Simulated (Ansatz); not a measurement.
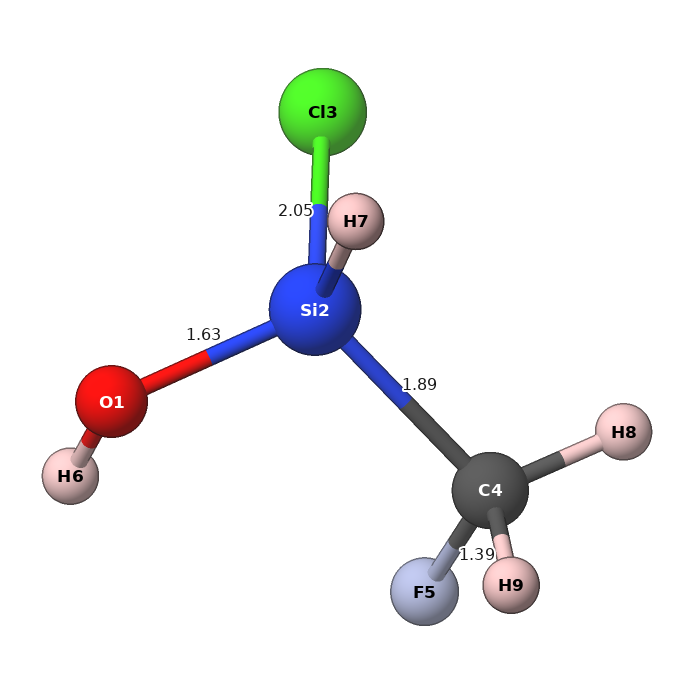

The numbers beside the sticks are distances in Å. Sticks don't show bond order. The geometry was computed by an optimisation with PBE0-D4/def2-TZVP. No frequency run is at hand to confirm it as a minimum.

> Which of the marked bonds are single, double, triple or aromatic?

O1–Si2 single; Si2–Cl3 single; Si2–C4 single; C4–F5 single.

> Write the SMILES.

O[Si@H](Cl)CF
